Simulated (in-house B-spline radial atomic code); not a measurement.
**Run report: Sc⁷⁺, many-body perturbation calculation**

- system: Sc⁷⁺, core [Ne] 3s2.
- method: configuration interaction of two valence electrons with many-body perturbation theory for the core (screened one- and two-electron correlation potentials), Breit and QED, no-pair Dirac, B-spline basis (in-house B-spline radial atomic code)

**The input**
```
basis_form = 3
Z = 21
core_configuration = [Ne] 3s2
rms_radius = 3.5459
mass_number = 45
speed_of_light = 137.035999084
box_radius = 10.0
lmax = 6
intervals = 63
virtual_cutoff = 882.0
```

Hardware: 1 CPU thread, shared host.

The run was one of a batch that the task file lists, launched with:
```bash
python <driver script> task.json out
```

The program writes its results to a structured record and prints no log; tables and figures of this report are taken from that record.

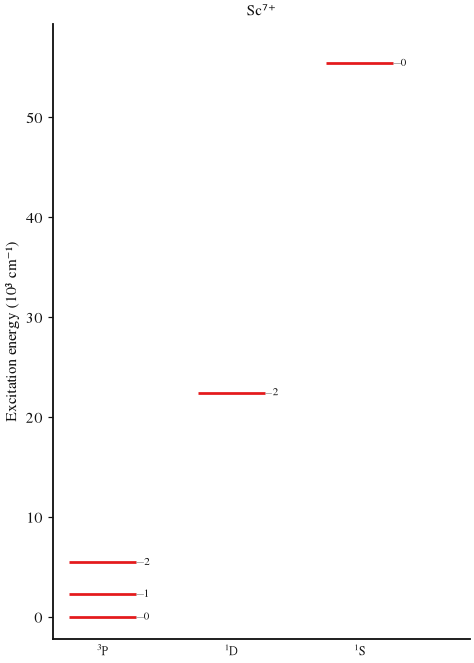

Fig. 1: Levels of Sc⁷⁺ (scandium, Z = 21), two electrons outside the core [Ne] 3s². CI+MBPT: configuration interaction in the frozen-core Dirac–Hartree–Fock potential with screened core-valence correlation, Breit and QED terms; computed with a B-spline radial code. The lowest level is 3p² ³P₀. The first excited level, 3p² ³P₁, lies at 2,270 cm⁻¹. The ground term spreads over 5,460 cm⁻¹ in the order J = 0, 1, 2, a normal multiplet. All levels drawn have even parity, so no electric dipole line joins them. The ionisation energy is 158.2 eV, against 157.0 eV from CI without core-valence correlation and a semi-empirical value of 158.1 eV.

| Level | E (cm⁻¹) |
| --- | --- |
| 3p² ³P₀ | 0 |
| 3p² ³P₁ | 2,271 |
| 3p² ³P₂ | 5,465 |
| 3p² ¹D₂ | 22,460 |
| 3p² ¹S₀ | 55,420 |

**Key numbers**

```
 quantity      value
  outcome  converged
wall time       58 s
```

**Notes**

Caveats: the outer s2 shell is a soft core here, levels are rough.
